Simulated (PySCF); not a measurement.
# Geometry relaxation, with input and output: C2H4Cl2O2Si

System: C2H4Cl2O2Si.
Method: PBE0-D3(BJ)/def2-SVP geometry optimisation, gas phase (PySCF 2.14.0).

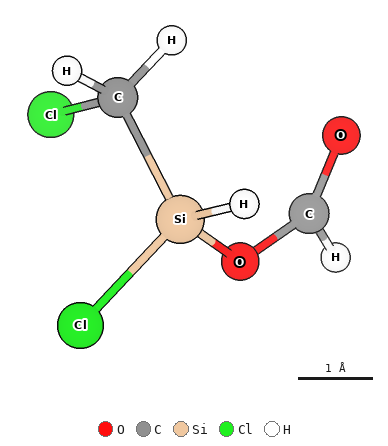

The starting structure (ball-and-stick view, seen at a tilt).

### Input
```
{"job": {"xc": "PBE0", "basis": "def2-SVP", "d3": "d3bj", "grid": 1, "shake": 0.01, "kind": "geom"}, "charge": 0, "multiplicity": 1}
O      1.999280     0.418140     0.948020
C      1.990100    -0.078760    -0.130280
O      0.972450    -0.740510    -0.678210
Si    -0.501100    -0.901740    -0.035280
Cl    -1.496700    -1.788470    -1.539740
C     -1.245360     0.835430     0.352860
Cl    -1.108080     1.855830    -1.108620
H      2.878600    -0.062340    -0.813180
H     -0.468090    -1.704530     1.196830
H     -2.294360     0.808140     0.645250
H     -0.688610     1.332990     1.146680
```

The first line tells a small driver script what to run in PySCF; the rest is the geometry in Å.

Run on 1 CPU thread, shared host.

Command:
```bash
OMP_NUM_THREADS=1 python <driver script> task.json out
```

### Log
```
step   0  E = -1437.83921259  max force = 0.044128
step   1  E = -1437.84585438  max force = 0.015140
step   2  E = -1437.84634758  max force = 0.009030
step   3  E = -1437.84540650  max force = 0.013314
step   4  E = -1437.84667588  max force = 0.003634
step   5  E = -1437.84675748  max force = 0.002032
step   6  E = -1437.84674538  max force = 0.002852
step   7  E = -1437.84677864  max force = 0.000866
step   8  E = -1437.84678581  max force = 0.000150
optimisation converged
```

### Trajectory as extended XYZ (Å, eV, eV/Å), 9 frames, from step=0 to step=8
```
11
Properties=species:S:1:pos:R:3:forces:R:3 step=0 energy=-39125.59785
O     1.9993    0.4181    0.9480   -0.3746   0.2727   0.7393
C     1.9901   -0.0788   -0.1303    1.0050  -0.1681  -0.8513
O     0.9725   -0.7405   -0.6782    2.2691   0.3311  -0.8520
Si   -0.5011   -0.9017   -0.0353   -2.2479   1.1117   1.5048
Cl   -1.4967   -1.7885   -1.5397   -0.5933  -0.4258  -0.4226
C    -1.2454    0.8354    0.3529    0.4206  -0.6823  -0.5835
Cl   -1.1081    1.8558   -1.1086    0.0166   0.0478  -0.0696
H     2.8786   -0.0623   -0.8132   -0.3718  -0.0563   0.0765
H    -0.4681   -1.7045    1.1968   -0.0373  -0.2908   0.1154
H    -2.2944    0.8081    0.6452   -0.3557  -0.1634   0.0596
H    -0.6886    1.3330    1.1467    0.2691   0.0233   0.2835
11
Properties=species:S:1:pos:R:3:forces:R:3 step=1 energy=-39125.77858
O     1.8753    0.3874    0.9940    0.0451   0.0615   0.1223
C     1.9834   -0.0760   -0.1066   -0.2859  -0.0615   0.0127
O     1.0196   -0.7431   -0.7335   -0.5720  -0.1815   0.0857
Si   -0.5618   -0.8892   -0.0287    0.7785   0.1452  -0.3675
Cl   -1.6929   -1.8152   -1.4678    0.0862   0.1000   0.0472
C    -1.1797    0.8469    0.3139   -0.1610   0.0723   0.0699
Cl   -1.0032    1.8670   -1.1455    0.0025  -0.0951   0.0788
H     2.8915   -0.0031   -0.7333    0.0990  -0.0160  -0.0513
H    -0.4984   -1.7859    1.1459   -0.0180   0.0546   0.0876
H    -2.2385    0.8502    0.6171    0.0280  -0.0028  -0.0384
H    -0.5834    1.3013    1.1211   -0.0025  -0.0769  -0.0469
11
Properties=species:S:1:pos:R:3:forces:R:3 step=2 energy=-39125.79200
O     1.8930    0.3922    0.9934   -0.2748  -0.0796  -0.0883
C     1.9752   -0.0817   -0.1062    0.4177  -0.0302  -0.0672
O     1.0174   -0.7451   -0.7435   -0.4644   0.0073   0.2575
Si   -0.5462   -0.8757   -0.0345    0.3348   0.0090  -0.1685
Cl   -1.6712   -1.7960   -1.4766    0.0157   0.0266   0.0037
C    -1.1920    0.8462    0.3166   -0.0646   0.0099   0.0335
Cl   -1.0191    1.8663   -1.1377    0.0099   0.0021   0.0006
H     2.8925   -0.0394   -0.7286    0.0179   0.0388  -0.0118
H    -0.4864   -1.7579    1.1537   -0.0046   0.0369   0.0365
H    -2.2513    0.8346    0.6137    0.0085  -0.0175  -0.0092
H    -0.5999    1.2967    1.1263    0.0039  -0.0033   0.0130
11
Properties=species:S:1:pos:R:3:forces:R:3 step=3 energy=-39125.76639
O     1.7651    0.3717    0.9550    0.5194   0.2502   0.1075
C     1.9703   -0.1041   -0.1291   -0.2305  -0.1043   0.2353
O     1.0170   -0.7611   -0.7750    0.5977  -0.0792  -0.6846
Si   -0.5020   -0.8483   -0.0459   -0.5116  -0.1015   0.4561
Cl   -1.6331   -1.7578   -1.4790   -0.1496  -0.1398  -0.1121
C    -1.1966    0.8464    0.3262    0.0750  -0.0948  -0.0242
Cl   -1.0396    1.8682   -1.1188    0.0134   0.1993  -0.1559
H     2.9359   -0.0774   -0.6892   -0.2678   0.0412   0.1541
H    -0.4444   -1.6906    1.1760    0.0170  -0.0408  -0.0862
H    -2.2540    0.8043    0.6191   -0.0494  -0.0341   0.0218
H    -0.6066    1.2890    1.1373   -0.0136   0.1039   0.0881
11
Properties=species:S:1:pos:R:3:forces:R:3 step=4 energy=-39125.80093
O     1.8413    0.3942    0.9668    0.0444  -0.0111  -0.0528
C     1.9813   -0.1014   -0.1181    0.0660   0.0280   0.0560
O     1.0205   -0.7552   -0.7628    0.1296   0.0291  -0.0645
Si   -0.5184   -0.8579   -0.0424   -0.1869  -0.0264   0.1246
Cl   -1.6450   -1.7713   -1.4836   -0.0580  -0.0600  -0.0343
C    -1.2040    0.8460    0.3231    0.0836  -0.0395  -0.0242
Cl   -1.0364    1.8796   -1.1197    0.0032   0.0690  -0.0437
H     2.9239   -0.0799   -0.7053   -0.0636   0.0054   0.0352
H    -0.4648   -1.7133    1.1683    0.0198  -0.0144  -0.0365
H    -2.2645    0.8062    0.6097   -0.0154  -0.0205   0.0059
H    -0.6218    1.2932    1.1406   -0.0228   0.0404   0.0343
11
Properties=species:S:1:pos:R:3:forces:R:3 step=5 energy=-39125.80316
O     1.8593    0.3872    0.9765   -0.0049   0.0432  -0.0116
C     1.9853   -0.0937   -0.1157    0.0141  -0.1045   0.0632
O     1.0216   -0.7471   -0.7581   -0.0508   0.0281  -0.0147
Si   -0.5261   -0.8622   -0.0410    0.0441   0.0051  -0.0169
Cl   -1.6541   -1.7861   -1.4787   -0.0056  -0.0038   0.0040
C    -1.2033    0.8467    0.3192    0.0241   0.0063  -0.0113
Cl   -1.0340    1.8870   -1.1222    0.0007  -0.0027   0.0096
H     2.9214   -0.0711   -0.7090   -0.0042   0.0349  -0.0214
H    -0.4652   -1.7256    1.1619    0.0030   0.0001   0.0001
H    -2.2651    0.8063    0.6036   -0.0049  -0.0036  -0.0070
H    -0.6278    1.2990    1.1401   -0.0155  -0.0032   0.0060
11
Properties=species:S:1:pos:R:3:forces:R:3 step=6 energy=-39125.80283
O     1.8572    0.3978    0.9742    0.0055  -0.0575   0.0367
C     1.9868   -0.0997   -0.1099   -0.0483   0.1467  -0.0814
O     1.0225   -0.7497   -0.7552   -0.0352  -0.0468   0.0369
Si   -0.5265   -0.8648   -0.0411    0.0520   0.0068  -0.0311
Cl   -1.6555   -1.7896   -1.4784    0.0059   0.0083   0.0101
C    -1.2010    0.8452    0.3181   -0.0043   0.0164  -0.0030
Cl   -1.0234    1.8904   -1.1191    0.0010  -0.0169   0.0158
H     2.9161   -0.0596   -0.7126    0.0332  -0.0492   0.0180
H    -0.4667   -1.7298    1.1604    0.0010   0.0029   0.0093
H    -2.2647    0.8035    0.5956   -0.0039   0.0021  -0.0111
H    -0.6327    1.2966    1.1445   -0.0069  -0.0128  -0.0004
11
Properties=species:S:1:pos:R:3:forces:R:3 step=7 energy=-39125.80373
O     1.8583    0.3916    0.9764   -0.0002  -0.0186   0.0055
C     1.9865   -0.0970   -0.1120   -0.0078   0.0445  -0.0181
O     1.0223   -0.7474   -0.7571   -0.0136  -0.0082   0.0063
Si   -0.5245   -0.8629   -0.0415    0.0181  -0.0025  -0.0050
Cl   -1.6532   -1.7884   -1.4780   -0.0021  -0.0004   0.0029
C    -1.2033    0.8454    0.3180    0.0042   0.0055  -0.0038
Cl   -1.0269    1.8897   -1.1192    0.0026  -0.0031   0.0054
H     2.9191   -0.0633   -0.7107    0.0064  -0.0142   0.0074
H    -0.4637   -1.7263    1.1613    0.0022   0.0021   0.0023
H    -2.2670    0.8019    0.5950   -0.0030  -0.0008  -0.0084
H    -0.6355    1.2970    1.1444   -0.0067  -0.0044   0.0055
11
Properties=species:S:1:pos:R:3:forces:R:3 step=8 energy=-39125.80393
O     1.8581    0.3902    0.9779   -0.0024   0.0006  -0.0017
C     1.9864   -0.0939   -0.1125    0.0032  -0.0024   0.0053
O     1.0229   -0.7447   -0.7583   -0.0017   0.0036  -0.0072
Si   -0.5227   -0.8626   -0.0419    0.0012  -0.0022   0.0035
Cl   -1.6510   -1.7902   -1.4772   -0.0025  -0.0024   0.0007
C    -1.2051    0.8443    0.3172    0.0035   0.0019   0.0000
Cl   -1.0237    1.8909   -1.1174    0.0028   0.0004   0.0022
H     2.9205   -0.0625   -0.7091   -0.0001   0.0021   0.0001
H    -0.4609   -1.7251    1.1617    0.0039   0.0013   0.0001
H    -2.2701    0.7985    0.5890   -0.0023  -0.0003  -0.0077
H    -0.6424    1.2954    1.1474   -0.0056  -0.0026   0.0048
```

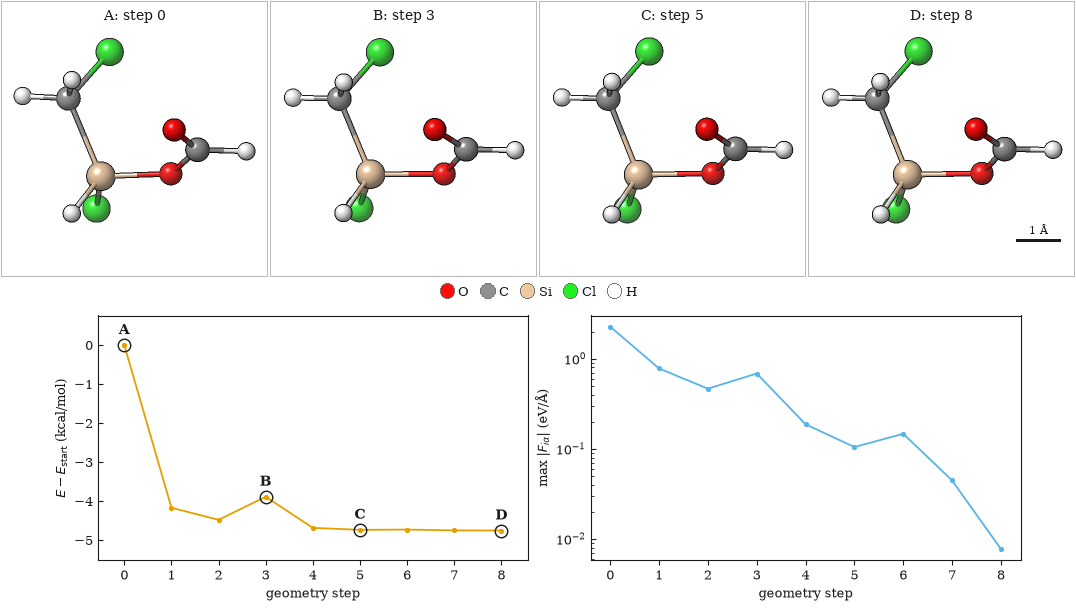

Frames of the relaxation (ball-and-stick view, seen at a tilt) above the curves, on which the letters mark them (steps are counted from 0).

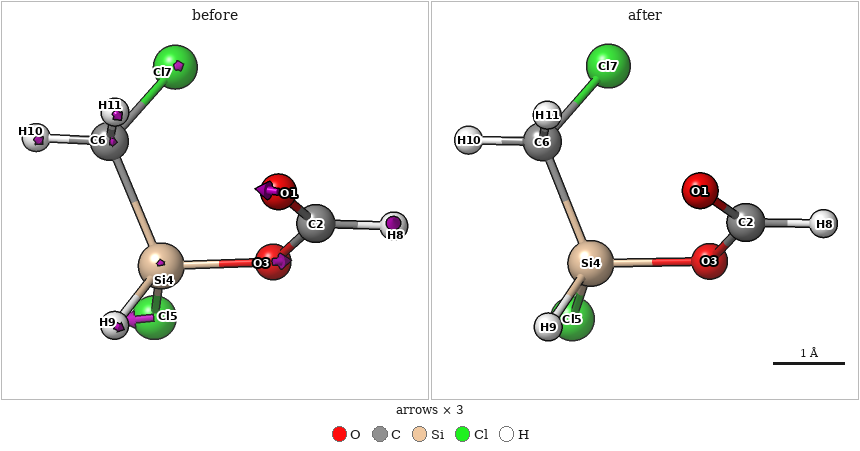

Before (left) and after (right) the relaxation, at one scale (ball-and-stick view, seen at a tilt). The pink arrows give the displacements, magnified 3 times. The energy falls by 4.75 kcal/mol in 8 geometry steps. The largest force component goes from 2.3 to 0.0077 eV/Å. The atom that moves furthest after the best rigid fit is Cl5 (0.17 Å). By element the largest moves are Cl 0.17 Å, O 0.13 Å, H 0.09 Å, C 0.04 Å, Si 0.04 Å. Among the contacts that change: O3–Si4 1.616 → 1.708 Å, Si4–C6 1.929 → 1.873 Å, Si4–Cl5 2.010 → 2.048 Å, O1–C2 1.187 → 1.200 Å. Among the angles that change: C2–O3–Si4 125.6° → 119.1°, Cl5–Si4–H9 113.4° → 109.2°, C6–Si4–H9 109.4° → 112.9°. (Atoms are counted from 1 in the order of the input.)

### Key numbers

| quantity | value |
| --- | --- |
| outcome | converged |
| total energy | −1437.846786 hartree |
| dipole moment | 1.08 D |
| point group | C1 |
| wall time | 75 s |
| peak memory | 0.55 GiB |
